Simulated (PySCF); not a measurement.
Geometry relaxation, with input and output: C₅H₉NSi (part 2 of 2)

The same run, continued: C₅H₉NSi; PBE0-D3(BJ)/def2-SVP geometry optimisation, gas phase (PySCF 2.14.0). It belongs to a series of runs on one base structure; here: constitutional isomer.

Geometry of the input (Å):
```
C  -1.6877  2.1867  0.1462
C  -1.2576  1.1633  -0.2316
C  -0.7054  -0.0946  -0.6274
C  -0.9796  -1.2362  0.3670
C  0.3559  -1.4269  1.0406
Si 1.1908  -0.2741  -0.2443
N  1.9634  1.2130  0.1303
H  -2.1131  3.1314  0.4348
H  -0.9996  -0.3068  -1.6211
H  -1.8138  -0.9818  1.0759
H  -1.3174  -2.1399  -0.1606
H  0.6806  -2.4584  1.1217
H  0.3301  -1.0106  2.0553
H  2.0098  -0.9415  -1.2351
H  1.4127  1.9254  0.5855
H  2.9118  1.2487  0.4412
```

## Trajectory as extended XYZ, continued
```
16
Properties=species:S:1:pos:R:3:forces:R:3 step=11 energy=-14679.31637
C    -1.6281    2.1817    0.3933    0.0037   0.0233   0.0397
C    -1.2445    1.1489   -0.1186   -0.0036  -0.0167  -0.0428
C    -0.7255   -0.0715   -0.6946    0.0081  -0.0067   0.0247
C    -0.9972   -1.3380    0.1731   -0.0025  -0.0286  -0.0213
C     0.1893   -1.2774    1.1658   -0.0022  -0.0024  -0.0041
Si    1.1097   -0.2844   -0.1577    0.0002   0.0255   0.0016
N     2.0382    1.1181    0.1497    0.0066  -0.0207   0.0381
H    -1.9931    3.0885    0.8377   -0.0025  -0.0042  -0.0101
H    -1.0025   -0.1564   -1.7559   -0.0035  -0.0024  -0.0195
H    -1.9985   -1.3617    0.6322    0.0042   0.0155   0.0080
H    -0.9082   -2.2269   -0.4730   -0.0119   0.0097   0.0149
H     0.5622   -2.2393    1.5447    0.0075   0.0009   0.0002
H    -0.0561   -0.6324    2.0253   -0.0021  -0.0016   0.0012
H     1.9036   -1.1412   -1.0893    0.0016  -0.0062  -0.0024
H     1.6730    1.9036    0.6736   -0.0050   0.0072  -0.0074
H     3.0186    1.2058   -0.0779    0.0014   0.0073  -0.0208
16
Properties=species:S:1:pos:R:3:forces:R:3 step=12 energy=-14679.31723
C    -1.6226    2.1867    0.3866    0.0170   0.0252   0.0536
C    -1.2404    1.1507   -0.1195   -0.0142  -0.0155  -0.0653
C    -0.7266   -0.0725   -0.6943    0.0218  -0.0072   0.0464
C    -1.0041   -1.3360    0.1766   -0.0117  -0.0137  -0.0316
C     0.1821   -1.2759    1.1685    0.0146   0.0212   0.0015
Si    1.1087   -0.2917   -0.1561    0.0157   0.0319  -0.0155
N     2.0501    1.0999    0.1613   -0.0032  -0.0152   0.0541
H    -1.9800    3.0970    0.8301   -0.0086  -0.0052  -0.0132
H    -1.0017   -0.1564   -1.7559   -0.0144  -0.0093  -0.0251
H    -2.0050   -1.3508    0.6370    0.0033   0.0072   0.0059
H    -0.9216   -2.2278   -0.4664   -0.0065   0.0096   0.0156
H     0.5507   -2.2341    1.5601    0.0022  -0.0053  -0.0033
H    -0.0599   -0.6171    2.0187   -0.0049  -0.0160   0.0120
H     1.9005   -1.1449   -1.0928   -0.0065  -0.0174   0.0014
H     1.6949    1.8866    0.6903   -0.0068   0.0070  -0.0106
H     3.0158    1.2037   -0.1159    0.0021   0.0026  -0.0260
16
Properties=species:S:1:pos:R:3:forces:R:3 step=13 energy=-14679.31893
C    -1.6068    2.1964    0.3752    0.0386   0.0147   0.0584
C    -1.2310    1.1546   -0.1242   -0.0327  -0.0058  -0.0803
C    -0.7281   -0.0750   -0.6944    0.0330  -0.0015   0.0576
C    -1.0170   -1.3311    0.1841   -0.0182   0.0147  -0.0340
C     0.1696   -1.2713    1.1748    0.0335   0.0625   0.0151
Si    1.1073   -0.3052   -0.1526    0.0218   0.0128  -0.0475
N     2.0741    1.0641    0.1836    0.0030   0.0021   0.0834
H    -1.9510    3.1128    0.8164   -0.0173  -0.0036  -0.0149
H    -1.0017   -0.1597   -1.7564   -0.0230  -0.0188  -0.0209
H    -2.0165   -1.3287    0.6475    0.0006  -0.0066   0.0005
H    -0.9464   -2.2288   -0.4514    0.0021   0.0032   0.0115
H     0.5295   -2.2231    1.5888   -0.0045  -0.0144  -0.0134
H    -0.0672   -0.5900    2.0091   -0.0077  -0.0371   0.0272
H     1.8921   -1.1572   -1.0966   -0.0164  -0.0269   0.0066
H     1.7341    1.8538    0.7177   -0.0190   0.0094  -0.0110
H     3.0002    1.2058   -0.1934    0.0063  -0.0045  -0.0383
16
Properties=species:S:1:pos:R:3:forces:R:3 step=14 energy=-14679.31804
C    -1.5411    2.2329    0.3353    0.0912  -0.0155   0.0594
C    -1.1929    1.1717   -0.1437   -0.0831   0.0240  -0.1001
C    -0.7289   -0.0816   -0.6939    0.0676   0.0341   0.0666
C    -1.0515   -1.3098    0.2130   -0.0179   0.0808  -0.0236
C     0.1426   -1.2573    1.1939    0.0765   0.1554   0.0502
Si    1.1078   -0.3508   -0.1475   -0.0567  -0.1868  -0.1462
N     2.1567    0.9411    0.2456    0.0744   0.2006   0.1181
H    -1.8436    3.1687    0.7653   -0.0400   0.0037  -0.0172
H    -1.0049   -0.1755   -1.7549   -0.0336  -0.0389   0.0006
H    -2.0432   -1.2531    0.6895   -0.0113  -0.0385  -0.0163
H    -1.0229   -2.2252   -0.3985    0.0207  -0.0155  -0.0003
H     0.4748   -2.1916    1.6654   -0.0213  -0.0373  -0.0438
H    -0.0692   -0.5177    1.9853   -0.0168  -0.0831   0.0662
H     1.8599   -1.2067   -1.1152   -0.0473  -0.0497   0.0146
H     1.8240    1.7289    0.7874   -0.1141   0.0277   0.1025
H     2.8734    1.2434   -0.3988    0.1118  -0.0612  -0.1307
16
Properties=species:S:1:pos:R:3:forces:R:3 step=15 energy=-14679.32414
C    -1.5724    2.2193    0.3458    0.0607  -0.0140   0.0381
C    -1.2125    1.1660   -0.1419   -0.0508   0.0140  -0.0608
C    -0.7287   -0.0794   -0.6934    0.0339   0.0128   0.0410
C    -1.0373   -1.3173    0.2049   -0.0115   0.0500  -0.0194
C     0.1593   -1.2689    1.1844    0.0368   0.1093   0.0395
Si    1.1079   -0.3291   -0.1497    0.0257  -0.0055  -0.0733
N     2.1147    1.0050    0.2235    0.0234   0.0214   0.0823
H    -1.8988    3.1472    0.7756   -0.0247   0.0009  -0.0125
H    -1.0039   -0.1759   -1.7546   -0.0208  -0.0236   0.0003
H    -2.0297   -1.2787    0.6816   -0.0058  -0.0230  -0.0094
H    -0.9991   -2.2261   -0.4162    0.0128  -0.0123  -0.0016
H     0.5057   -2.2169    1.6176   -0.0101  -0.0246  -0.0302
H    -0.0600   -0.5663    2.0062   -0.0066  -0.0524   0.0380
H     1.8743   -1.1828   -1.1079   -0.0196  -0.0232   0.0150
H     1.7754    1.7948    0.7607   -0.0157  -0.0171  -0.0263
H     2.9461    1.2267   -0.3082   -0.0280  -0.0128  -0.0208
16
Properties=species:S:1:pos:R:3:forces:R:3 step=16 energy=-14679.32653
C    -1.5656    2.2246    0.3388    0.0505  -0.0166   0.0207
C    -1.2099    1.1698   -0.1488   -0.0401   0.0135  -0.0363
C    -0.7276   -0.0792   -0.6929    0.0228   0.0107   0.0208
C    -1.0391   -1.3128    0.2101   -0.0058   0.0450  -0.0080
C     0.1611   -1.2694    1.1863    0.0222   0.0903   0.0415
Si    1.1090   -0.3318   -0.1489    0.0207   0.0007  -0.0575
N     2.1196    0.9989    0.2313    0.0154  -0.0044   0.0586
H    -1.8942    3.1541    0.7636   -0.0199   0.0020  -0.0080
H    -1.0039   -0.1823   -1.7535   -0.0137  -0.0171   0.0059
H    -2.0296   -1.2684    0.6901   -0.0064  -0.0198  -0.0096
H    -1.0076   -2.2235   -0.4083    0.0125  -0.0138  -0.0045
H     0.5063   -2.2214    1.6121   -0.0074  -0.0218  -0.0297
H    -0.0541   -0.5734    2.0148   -0.0033  -0.0417   0.0278
H     1.8707   -1.1889   -1.1078   -0.0119  -0.0159   0.0148
H     1.7712    1.7890    0.7624   -0.0046  -0.0104  -0.0265
H     2.9347    1.2322   -0.3208   -0.0309  -0.0008  -0.0099
16
Properties=species:S:1:pos:R:3:forces:R:3 step=17 energy=-14679.32899
C    -1.5186    2.2517    0.3130   -0.0057   0.0023  -0.0367
C    -1.1893    1.1885   -0.1753    0.0103  -0.0070   0.0476
C    -0.7201   -0.0765   -0.6914   -0.0149   0.0019  -0.0488
C    -1.0469   -1.2907    0.2307    0.0146   0.0038   0.0247
C     0.1589   -1.2611    1.2039   -0.0285  -0.0080   0.0333
Si    1.1138   -0.3499   -0.1411   -0.0434  -0.0758   0.0102
N     2.1586    0.9507    0.2674   -0.0145   0.0332  -0.0561
H    -1.8512    3.1888    0.7177    0.0035   0.0015   0.0096
H    -1.0018   -0.2044   -1.7485    0.0123   0.0099   0.0146
H    -2.0358   -1.2308    0.7123   -0.0034   0.0022  -0.0066
H    -1.0288   -2.2097   -0.3762    0.0027  -0.0062  -0.0049
H     0.4930   -2.2265    1.6091    0.0051  -0.0036  -0.0230
H    -0.0444   -0.5843    2.0502    0.0084   0.0053  -0.0076
H     1.8479   -1.2332   -1.0967    0.0125   0.0032   0.0062
H     1.7638    1.7417    0.7653   -0.0100   0.0290   0.0486
H     2.8419    1.2631   -0.4121    0.0510   0.0081  -0.0111
16
Properties=species:S:1:pos:R:3:forces:R:3 step=18 energy=-14679.33076
C    -1.5433    2.2362    0.3293   -0.0021   0.0056  -0.0166
C    -1.2030    1.1784   -0.1631    0.0055  -0.0087   0.0198
C    -0.7234   -0.0774   -0.6925   -0.0105  -0.0072  -0.0232
C    -1.0392   -1.3030    0.2185    0.0045   0.0021   0.0038
C     0.1605   -1.2640    1.1978   -0.0140   0.0077   0.0203
Si    1.1104   -0.3361   -0.1422    0.0021   0.0153   0.0047
N     2.1303    0.9882    0.2450    0.0022  -0.0397   0.0068
H    -1.8812    3.1676    0.7428    0.0011  -0.0013   0.0039
H    -1.0018   -0.1953   -1.7512    0.0012   0.0038   0.0040
H    -2.0322   -1.2609    0.6935   -0.0011   0.0015  -0.0018
H    -1.0039   -2.2166   -0.3963   -0.0001  -0.0025   0.0009
H     0.5038   -2.2273    1.5999    0.0053  -0.0025  -0.0145
H    -0.0534   -0.5908    2.0442    0.0034  -0.0015   0.0001
H     1.8607   -1.2132   -1.0910    0.0087   0.0031   0.0035
H     1.7581    1.7825    0.7539    0.0055   0.0066  -0.0133
H     2.8987    1.2492   -0.3602   -0.0117   0.0176   0.0018
16
Properties=species:S:1:pos:R:3:forces:R:3 step=19 energy=-14679.33109
C    -1.5375    2.2407    0.3206   -0.0013   0.0043  -0.0149
C    -1.2000    1.1799   -0.1671    0.0050  -0.0048   0.0182
C    -0.7231   -0.0788   -0.6917   -0.0042  -0.0082  -0.0155
C    -1.0414   -1.3007    0.2236    0.0041   0.0019   0.0003
C     0.1619   -1.2664    1.1990   -0.0117   0.0095   0.0152
Si    1.1111   -0.3391   -0.1414   -0.0010   0.0053   0.0014
N     2.1329    0.9829    0.2513    0.0011  -0.0147  -0.0011
H    -1.8729    3.1746    0.7305    0.0005  -0.0015   0.0034
H    -1.0014   -0.2003   -1.7500   -0.0008   0.0038   0.0026
H    -2.0324   -1.2517    0.7023   -0.0010   0.0002  -0.0021
H    -1.0139   -2.2161   -0.3889    0.0009  -0.0021   0.0011
H     0.5047   -2.2318    1.5964    0.0036  -0.0023  -0.0103
H    -0.0468   -0.5952    2.0482    0.0028  -0.0021   0.0010
H     1.8617   -1.2142   -1.0920    0.0066   0.0016   0.0042
H     1.7533    1.7766    0.7563    0.0032   0.0018  -0.0056
H     2.8849    1.2572   -0.3689   -0.0078   0.0075   0.0020
```

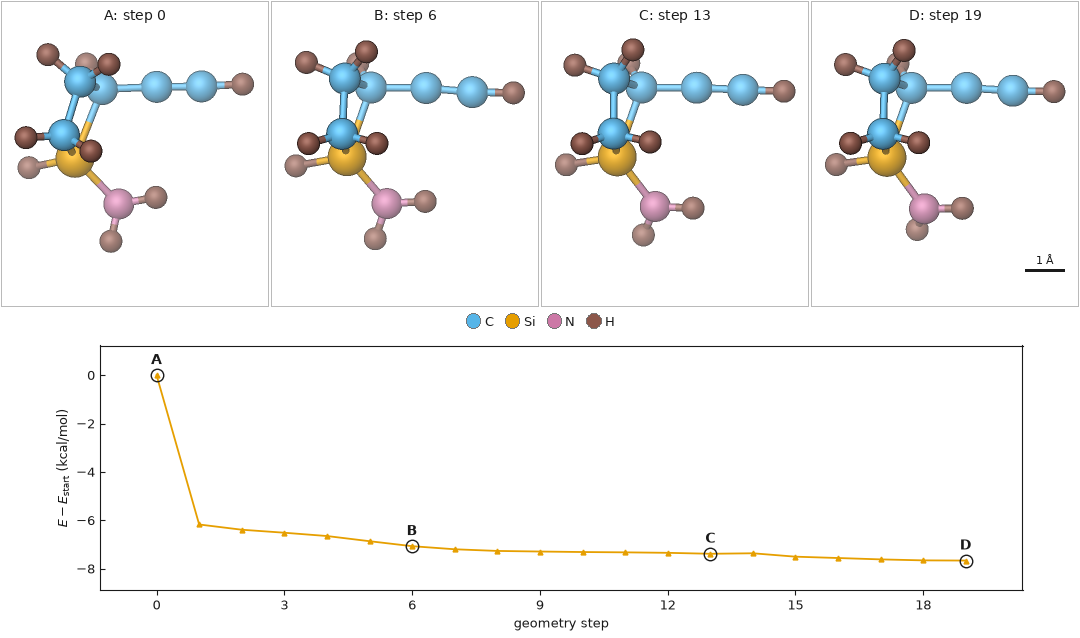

Fig. 1: Frames of the relaxation (ball-and-stick view, seen at a tilt) above the curves, on which the letters mark them (steps are counted from 0).

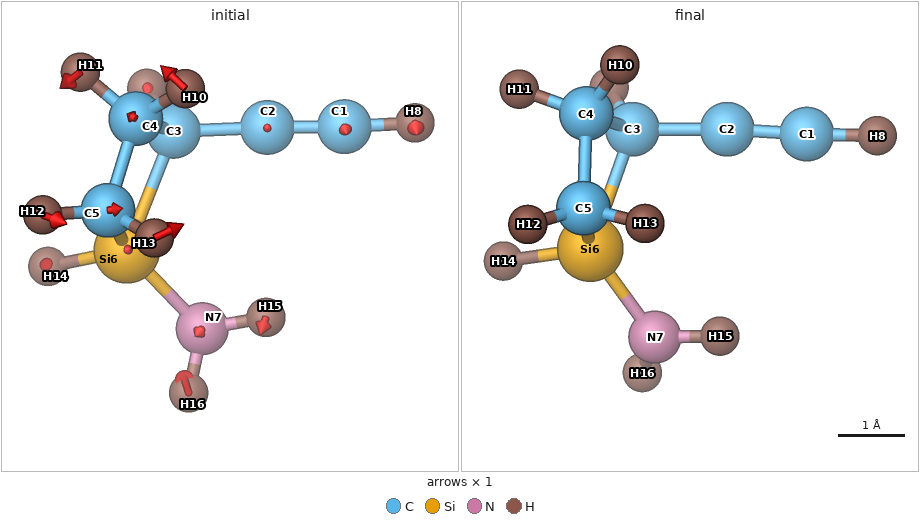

Fig. 2: Before (left) and after (right) the relaxation, at one scale (ball-and-stick view, seen at a tilt). The red arrows give the displacements, at true length. The largest move after the best rigid fit is that of H16, 0.81 Å. By element the largest moves are H 0.81 Å, C 0.25 Å, N 0.22 Å, Si 0.12 Å. Among the contacts that change: Si6–H14 1.448 → 1.494 Å, C3–H9 1.058 → 1.101 Å, C1–C2 1.173 → 1.215 Å, C4–C5 1.508 → 1.549 Å. Among the angles that change: C3–Si6–N7 113.7° → 121.8°, C3–Si6–H14 117.4° → 112.0°, C2–C3–Si6 113.8° → 109.1°. After 19 geometry steps the energy has fallen by 7.66 kcal/mol. The largest force component goes from 4.6 to 0.018 eV/Å. (Atoms are counted from 1 in the order of the input.)

## Summary

| quantity | value |
| --- | --- |
| outcome | converged |
| total energy | −539.455472 hartree |
| dipole moment | 1.07 D |
| point group | C1 |
| wall time | 5.5 min |
| peak memory | 0.6 GiB |
